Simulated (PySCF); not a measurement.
# C4H7FS: electronic excitations and core binding energies

Wanted: the electronic excitations and core binding energies of C4H7FS (`C=C(C)SCF`), by calculation.

Programs: PySCF 2.14.0, with density-fitted response routines of our own. Each step states its level of theory. These are calculated values for one molecule in the gas phase, unless marked as measured. Atoms are numbered from 0 throughout.

**1. The molecule as given**

13 atoms, charge 0, multiplicity 1; geometry from: GFN2-xTB.

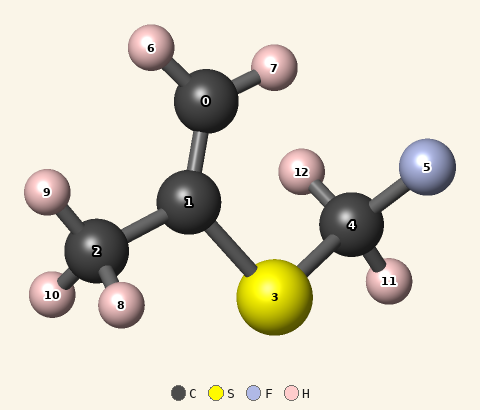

The starting geometry (carbon dark grey, sulfur yellow, fluorine light blue, hydrogen pink), atoms numbered.

**2. TDDFT and polarisability: wB97X-D/def2-SVPD**

Job settings and geometry (Å):

```
{"job": {"kind": "uv", "xc": "wB97X-D", "basis": "def2-SVPD", "nstates": 8, "ntriplets": 3}, "charge": 0, "multiplicity": 1}
C     -0.528409     1.219525    -0.230572
C     -0.603929    -0.049708     0.132472
C     -1.867754    -0.842222     0.209063
S      0.810400    -1.025633     0.608739
C      2.204108    -0.110038    -0.097486
F      2.552672     0.982213     0.638678
H     -1.418096     1.754010    -0.517110
H      0.385551     1.784499    -0.247998
H     -1.994057    -1.247621     1.211731
H     -2.724097    -0.219013    -0.034280
H     -1.826472    -1.681893    -0.483501
H      3.056236    -0.794126    -0.103053
H      1.949458     0.230494    -1.104411
```

With the program's defaults for keys left out, this is: TDDFT wB97X-D/def2-SVPD, vertical, gas phase, core orbitals frozen in the response.

On the command line:

```sh
$ OMP_NUM_THREADS=1 python probes_run.py task.json out
```

One launch serves the whole session: the jobs run in the order shown.

Standard output:

```text
coarse grid: 11400 points
cycle   1  E = -654.1218483942  dE =  7.298e-01  |g| = 5.343e-01  |ddm| = 5.274e+00
cycle   2  E = -654.1274973413  dE = -5.649e-03  |g| = 5.829e-01  |ddm| = 1.274e+00
cycle   3  E = -654.1859288698  dE = -5.843e-02  |g| = 5.194e-02  |ddm| = 5.582e-01
cycle   4  E = -654.1864431810  dE = -5.143e-04  |g| = 2.420e-02  |ddm| = 1.086e-01
cycle   5  E = -654.1865879494  dE = -1.448e-04  |g| = 5.060e-03  |ddm| = 4.734e-02
cycle   6  E = -654.1865965647  dE = -8.615e-06  |g| = 1.034e-03  |ddm| = 1.572e-02
final grid: 105792 points
cycle   7  E = -654.2625396575  dE = -8.808e-05  |g| = 6.378e-03  |ddm| = 1.308e-01
cycle   8  E = -654.2625413820  dE = -1.724e-06  |g| = 6.535e-03  |ddm| = 1.976e-02
cycle   9  E = -654.2625480655  dE = -6.683e-06  |g| = 5.925e-04  |ddm| = 5.342e-03
cycle  10  E = -654.2625481591  dE = -9.366e-08  |g| = 3.085e-04  |ddm| = 1.897e-03
cycle  11  E = -654.2625481864  dE = -2.727e-08  |g| = 6.223e-05  |ddm| = 8.386e-04
cycle  12  E = -654.2625481882  dE = -1.764e-09  |g| = 1.974e-05  |ddm| = 2.365e-04
cycle  13  E = -654.2625481884  dE = -2.265e-10  |g| = 6.411e-06  |ddm| = 8.435e-05
converged SCF energy = -654.2625481884

Static polarisability (au): isotropic 71.353, principal 53.962 77.946 82.150

Singlet excitations
state   eV       nm        f      main configurations
  1   5.8106    213.4   0.05085   H->L 0.48, H->L+1 0.29
  2   6.1345    202.1   0.13898   H->L 0.46, H->L+1 0.38
  3   6.7176    184.6   0.01106   H->L+2 0.76, H->L+1 0.14
  4   7.0176    176.7   0.01539   H->L+3 0.72, H->L+4 0.14
  5   7.4816    165.7   0.04133   H->L+4 0.58, H->L+3 0.18
  6   7.6604    161.9   0.04819   H->L+5 0.53, H->L+6 0.24
  7   7.7981    159.0   0.05558   H-1->L 0.52, H-2->L 0.33
  8   7.9660    155.6   0.05064   H-2->L 0.41, H-1->L 0.24

Triplet excitations (Tamm-Dancoff, eV): 4.2141 5.5493 6.3738
```

It took 54 s on 1 thread of Arm Neoverse N1, shared host; peak memory 0.76 GiB.

The orbitals next to the gap, with their largest atomic shares:

```
orbital      eV                      atoms
 HOMO−3  -11.67  F5 21 %, S3 18 %, C4 15 %
 HOMO−2  -11.02  S3 49 %, C4 12 %, C1 10 %
 HOMO−1  -10.56  S3 31 %, C1 24 %, C0 16 %
   HOMO   -8.50  S3 44 %, C0 23 %, C1 19 %
   LUMO    1.74  C1 29 %, C0 26 %, S3 16 %
 LUMO+1    2.13  S3 52 %, C4 10 %, H11 8 %
 LUMO+2    2.29  S3 36 %, C2 18 %, C0 10 %
```

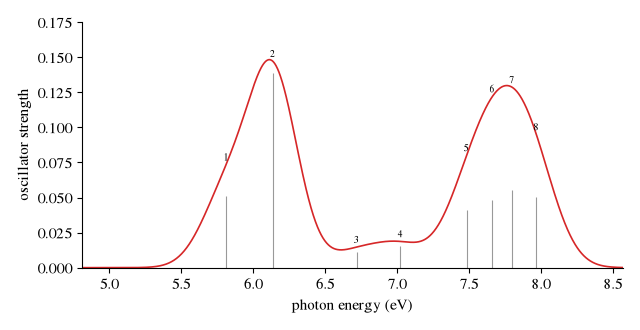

Absorption spectrum from the 8 singlet states computed; above the last one it falls off for lack of states. Lines are broadened to a width of 0.40 eV (Gaussian).

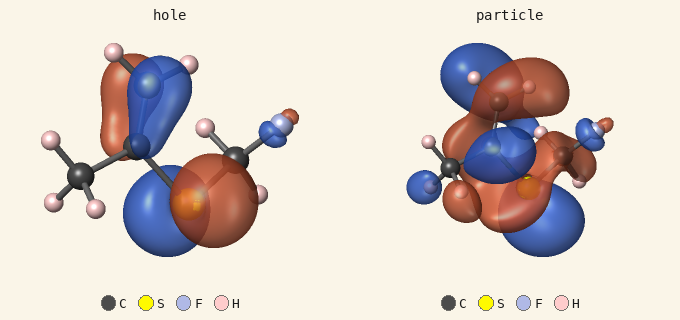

Leading natural transition orbitals of singlet state 2: the electron leaves the hole (left) for the particle orbital (right).

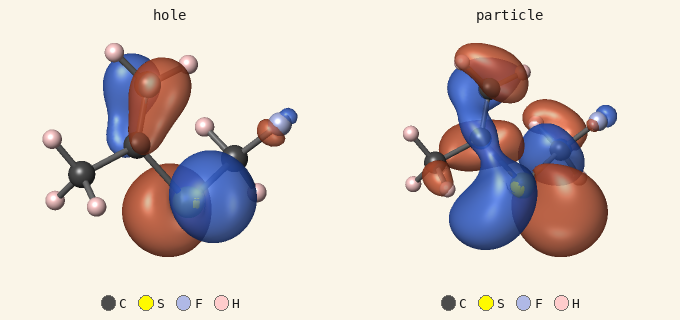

Leading natural transition orbitals of singlet state 1: the electron leaves the hole (left) for the particle orbital (right).

Further results of this job:

```
           property  computed
  dipole moment (D)      1.73
polarisability (Å³)     10.57
 HOMO–LUMO gap (eV)     10.23
      −ε(HOMO) (eV)      8.50
```

The fields below are evaluated on a grid from the run's orbitals.

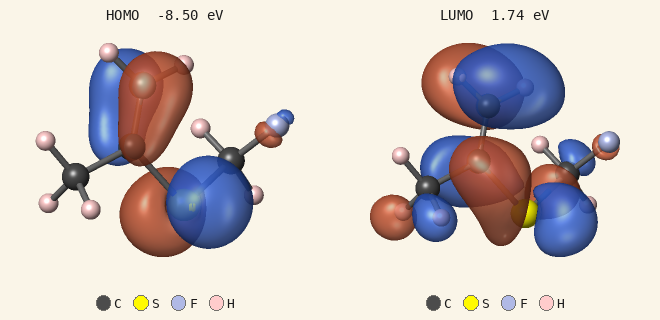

Frontier orbitals at wB97X-D/def2-SVPD; each surface holds 70 % of the orbital's density, blue and red mark the sign.

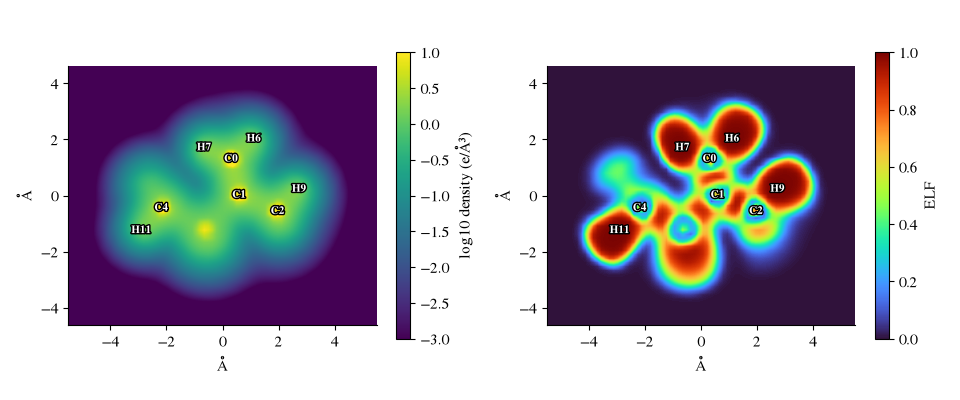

Density (left) and ELF (right) in a plane through or near 8 of the atoms.

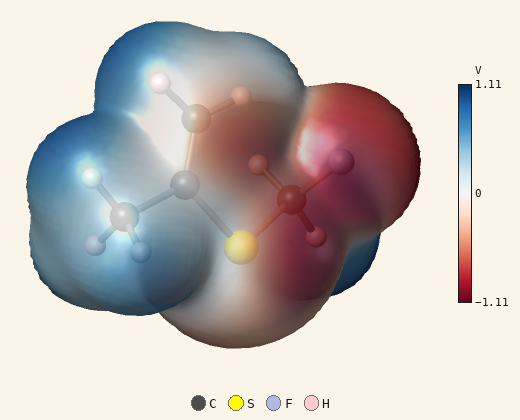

The potential that a unit positive charge feels on the 0.002 e/bohr³ surface, from the 1st to the 99th percentile, from -1.00 V near F5 to 1.11 V near H11.

**3. Core holes by ΔSCF: SCAN, X2C**

Settings changed since step 2:

```diff
@@ -1,2 +1,2 @@
-{"job": {"kind": "uv", "xc": "wB97X-D", "basis": "def2-SVPD", "nstates": 8, "ntriplets": 3}, "charge": 0, "multiplicity": 1}
+{"job": {"kind": "xps"}, "charge": 0, "multiplicity": 1}
 C     -0.528409     1.219525    -0.230572
```

With the program's defaults for keys left out, this is: delta-SCF UKS SCAN, pcX-2 on the ionised atom, pcseg-1 elsewhere, spin-free X2C.

Standard output:

```text
ground state, core basis on atom 0 (C), 154 functions
  cycle   1  E = -655.55138820  |g| = 5.67e-01
  cycle   2  E = -655.46882024  |g| = 8.53e-01
  cycle   3  E = -655.61800946  |g| = 1.30e-01
  cycle   4  E = -655.62192438  |g| = 3.77e-02
  cycle   5  E = -655.62217818  |g| = 2.46e-02
  cycle   6  E = -655.62233655  |g| = 3.77e-03
  cycle   7  E = -655.62233682  |g| = 1.70e-03
  cycle   8  E = -655.62233968  |g| = 5.81e-04
  cycle   9  E = -655.62233802  |g| = 1.33e-04
  E(ground) = -655.64184681 Eh
hole in C 1s of atom 0
  cycle   1  E = -644.38592943  |g| = 1.51e+00
  cycle   2  E = -643.28394146  |g| = 1.98e+00
  cycle   3  E = -644.78105793  |g| = 5.61e-01
  cycle   4  E = -644.85992597  |g| = 4.36e-01
  cycle   5  E = -644.96826684  |g| = 9.48e-02
  cycle   6  E = -644.97156695  |g| = 4.07e-02
  cycle   7  E = -644.97249223  |g| = 1.08e-02
  cycle   8  E = -644.97256097  |g| = 4.65e-03
  cycle   9  E = -644.97257536  |g| = 1.66e-03
  cycle  10  E = -644.97257971  |g| = 1.02e-03
  cycle  11  E = -644.97258084  |g| = 6.57e-04
  cycle  12  E = -644.97258069  |g| = 2.38e-04
  E(ion) = -644.99196711 Eh   <S^2> = 0.7772   hole on atom = 1.000   binding energy = 289.798 eV
ground state, core basis on atom 1 (C), 154 functions
  cycle   1  E = -655.62403982  |g| = 6.27e-02
  cycle   2  E = -655.62335768  |g| = 5.78e-02
  cycle   3  E = -655.62381793  |g| = 4.08e-02
  cycle   4  E = -655.62425533  |g| = 8.51e-03
  cycle   5  E = -655.62427627  |g| = 1.33e-03
  cycle   6  E = -655.62427676  |g| = 2.39e-04
  E(ground) = -655.64346145 Eh
hole in C 1s of atom 1
  cycle   1  E = -644.33213366  |g| = 1.52e+00
  cycle   2  E = -642.96998043  |g| = 2.22e+00
  cycle   3  E = -644.79971414  |g| = 5.02e-01
  cycle   4  E = -644.87905822  |g| = 2.85e-01
  cycle   5  E = -644.91050627  |g| = 1.28e-01
  cycle   6  E = -644.91982031  |g| = 4.49e-02
  cycle   7  E = -644.92121058  |g| = 1.43e-02
  cycle   8  E = -644.92148155  |g| = 8.52e-03
  cycle   9  E = -644.92164453  |g| = 6.62e-03
  cycle  10  E = -644.92177548  |g| = 4.32e-03
  cycle  11  E = -644.92180947  |g| = 2.40e-03
  cycle  12  E = -644.92181398  |g| = 1.24e-03
  cycle  13  E = -644.92181674  |g| = 7.87e-04
  cycle  14  E = -644.92181680  |g| = 2.95e-04
  E(ion) = -644.94135819 Eh   <S^2> = 0.8561   hole on atom = 1.000   binding energy = 291.219 eV
ground state, core basis on atom 2 (C), 154 functions
  cycle   1  E = -655.62055635  |g| = 5.80e-02
  cycle   2  E = -655.62043680  |g| = 2.86e-02
  cycle   3  E = -655.62036647  |g| = 3.24e-02
  cycle   4  E = -655.62062221  |g| = 8.15e-03
  cycle   5  E = -655.62064097  |g| = 6.61e-04
  cycle   6  E = -655.62064013  |g| = 1.19e-04
  E(ground) = -655.63950800 Eh
hole in C 1s of atom 2
  cycle   1  E = -644.36799683  |g| = 1.51e+00
  cycle   2  E = -643.63422098  |g| = 1.83e+00
  cycle   3  E = -644.81704303  |g| = 4.66e-01
  cycle   4  E = -644.84286956  |g| = 3.92e-01
  cycle   5  E = -644.92445309  |g| = 6.67e-02
  cycle   6  E = -644.92632382  |g| = 2.78e-02
  cycle   7  E = -644.92674192  |g| = 1.09e-02
  cycle   8  E = -644.92680206  |g| = 5.51e-03
  cycle   9  E = -644.92682447  |g| = 1.63e-03
  cycle  10  E = -644.92682990  |g| = 1.57e-03
  cycle  11  E = -644.92683604  |g| = 1.09e-03
  cycle  12  E = -644.92684208  |g| = 9.48e-04
  cycle  13  E = -644.92685264  |g| = 7.54e-04
  cycle  14  E = -644.92686116  |g| = 5.09e-04
  cycle  15  E = -644.92686174  |g| = 2.95e-04
  E(ion) = -644.94527068 Eh   <S^2> = 0.7721   hole on atom = 1.000   binding energy = 291.005 eV
ground state, core basis on atom 3 (S), 165 functions
  cycle   1  E = -655.77081549  |g| = 4.05e-01
  cycle   2  E = -655.77079701  |g| = 3.80e-02
  cycle   3  E = -655.77039562  |g| = 5.16e-02
  cycle   4  E = -655.77111829  |g| = 7.43e-03
  cycle   5  E = -655.77112230  |g| = 4.16e-03
  cycle   6  E = -655.77112775  |g| = 7.40e-04
  cycle   7  E = -655.77112623  |g| = 1.79e-04
  E(ground) = -655.77573691 Eh
hole in S 1s of atom 3
  cycle   1  E = -563.52280729  |g| = 5.08e+00
  cycle   2  E = -563.23097332  |g| = 2.46e+00
  cycle   3  E = -563.11127533  |g| = 1.70e+00
  cycle   4  E = -564.65285697  |g| = 4.00e-01
  cycle   5  E = -564.70006951  |g| = 2.78e-01
  cycle   6  E = -564.73593341  |g| = 9.67e-02
  cycle   7  E = -564.74005187  |g| = 3.17e-02
  cycle   8  E = -564.74049875  |g| = 6.38e-03
  cycle   9  E = -564.74051203  |g| = 3.62e-03
  cycle  10  E = -564.74051812  |g| = 1.03e-03
  cycle  11  E = -564.74051846  |g| = 3.04e-04
  E(ion) = -564.73732766 Eh   <S^2> = 0.7517   hole on atom = 1.000   binding energy = 2477.281 eV
hole in S 2p of atom 3
  cycle   1  E = -649.08276458  |g| = 1.53e+00
  cycle   2  E = -648.57434436  |g| = 1.59e+00
  cycle   3  E = -649.29949399  |g| = 6.65e-01
  cycle   4  E = -649.50241342  |g| = 2.30e-01
  cycle   5  E = -649.51927253  |g| = 1.30e-01
  cycle   6  E = -649.52685208  |g| = 4.79e-02
  cycle   7  E = -649.52786501  |g| = 1.25e-02
  cycle   8  E = -649.52791732  |g| = 5.48e-03
  cycle   9  E = -649.52793250  |g| = 1.12e-03
  cycle  10  E = -649.52793347  |g| = 7.83e-04
  cycle  11  E = -649.52793319  |g| = 3.57e-04
  E(ion) = -649.53894188 Eh   <S^2> = 0.7532   hole on atom = 1.001   binding energy = 169.712 eV
  2p3/2 = 169.477 eV   2p1/2 = 170.730 eV
ground state, core basis on atom 4 (C), 154 functions
  cycle   1  E = -655.62576450  |g| = 6.28e-02
  cycle   2  E = -655.62545499  |g| = 4.62e-02
  cycle   3  E = -655.62575163  |g| = 3.10e-02
  cycle   4  E = -655.62597306  |g| = 5.64e-03
  cycle   5  E = -655.62597951  |g| = 1.51e-03
  cycle   6  E = -655.62598091  |g| = 4.07e-04
  E(ground) = -655.64464336 Eh
hole in C 1s of atom 4
  cycle   1  E = -644.26803079  |g| = 1.50e+00
  cycle   2  E = -641.08349034  |g| = 2.70e+00
  cycle   3  E = -644.39832889  |g| = 9.44e-01
  cycle   4  E = -644.75804135  |g| = 4.60e-01
  cycle   5  E = -644.82220195  |g| = 1.70e-01
  cycle   6  E = -644.83065425  |g| = 7.73e-02
  cycle   7  E = -644.83372069  |g| = 2.50e-02
  cycle   8  E = -644.83404944  |g| = 1.06e-02
  cycle   9  E = -644.83410795  |g| = 4.47e-03
  cycle  10  E = -644.83412022  |g| = 1.78e-03
  cycle  11  E = -644.83412402  |g| = 7.58e-04
  cycle  12  E = -644.83412571  |g| = 4.10e-04
  E(ion) = -644.85389013 Eh   <S^2> = 0.7769   hole on atom = 1.000   binding energy = 293.631 eV
ground state, core basis on atom 5 (F), 154 functions
  cycle   1  E = -655.66661144  |g| = 1.17e-01
  cycle   2  E = -655.66621934  |g| = 6.17e-02
  cycle   3  E = -655.66611924  |g| = 6.63e-02
  cycle   4  E = -655.66679112  |g| = 6.85e-03
  cycle   5  E = -655.66680243  |g| = 1.10e-03
  cycle   6  E = -655.66680443  |g| = 3.10e-04
  E(ground) = -655.68782490 Eh
hole in F 1s of atom 5
  cycle   1  E = -629.31474100  |g| = 2.58e+00
  cycle   2  E = -628.24715720  |g| = 2.51e+00
  cycle   3  E = -629.68157670  |g| = 9.38e-01
  cycle   4  E = -630.08764794  |g| = 4.74e-01
  cycle   5  E = -630.19593054  |g| = 1.62e-01
  cycle   6  E = -630.20377538  |g| = 1.16e-01
  cycle   7  E = -630.21122110  |g| = 9.63e-03
  cycle   8  E = -630.21127120  |g| = 3.60e-03
  cycle   9  E = -630.21127848  |g| = 1.77e-03
  cycle  10  E = -630.21127882  |g| = 5.96e-04
  cycle  11  E = -630.21127985  |g| = 2.29e-04
  E(ion) = -630.23850578 Eh   <S^2> = 0.7581   hole on atom = 1.000   binding energy = 692.511 eV
```

It took 2 min on 1 thread of Arm Neoverse N1, shared host; peak memory 0.49 GiB.

Binding energies by hole, beside the orbital energy of the ground state; the difference holds orbital relaxation and, for a density functional, its self-interaction error:

```
     hole  stands for                      environment  ΔSCF (eV; 2p as the shell's mean)  −ε (eV)   ⟨S²⟩
C1s on C0          C0             terminal =CH2 carbon                             289.80    273.4  0.777
C1s on C1          C1  fully substituted alkene carbon                  291.22 (doubtful)    274.9  0.856
C1s on C2          C2            allylic methyl carbon                             291.01    273.9  0.772
S1s on S3          S3                   sulfide sulfur                            2477.28   2415.2  0.752
S2p on S3          S3                   sulfide sulfur                             169.89    158.3  0.753
C1s on C4          C4        sp3 CH2 bonded to F and S                             293.63    276.7  0.777
F1s on F5          F5        fluorine on an sp3 carbon                             692.51    666.7  0.758
```

Doubtful: the ion did not converge, its hole moved, or its ⟨S²⟩ is well above 0.75.

With the spin-orbit splitting: S3 2p3/2 169.48, 2p1/2 170.73 eV. The table gives each 2p level as the mean over the whole 2p shell (two parts 2p3/2, one part 2p1/2), which differs a little from the single hole in the log.

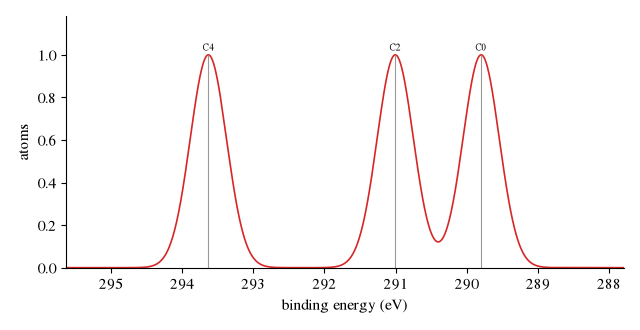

The C1s photoelectron lines, weighted by the number of atoms. Only 3 of the 4 C atoms are covered by sound results. Lines are broadened to a width of 0.60 eV (Gaussian).

**4. Outcome**

```
                                                    quantity                               value
                          lowest singlet (wB97X-D/def2-SVPD)         5.81 eV (213 nm), f = 0.051
                    brightest single state of those computed         state 2, 6.13 eV, f = 0.139
                                              lowest triplet                             4.21 eV
                       surface potential, 1st and 99th percentile                  -1.00 V and 1.11 V
C1s binding energies, SCAN/pcX-2 (standing for 3 of 4 atoms)  C4 293.63, C2 291.01, C0 289.80 eV
                            S1s binding energies, SCAN/pcX-2                       S3 2477.28 eV
                            S2p binding energies, SCAN/pcX-2                        S3 169.89 eV
                            F1s binding energies, SCAN/pcX-2                        F5 692.51 eV
```

In words: The lowest singlet, at 5.81 eV, is HOMO→LUMO 0.48, HOMO→LUMO+1 0.29 and is bright; of the 8 states computed, the strongest absorption comes from state 2 at 6.13 eV. The lowest triplet lies 1.60 eV below the lowest singlet (triplets in Tamm-Dancoff, singlets in full TDDFT). The C1s levels kept as sound span 3.83 eV, from C0 (terminal =CH2 carbon) up to C4 (sp3 CH2 bonded to F and S). Only 3 of the 4 C atoms are covered by sound results.
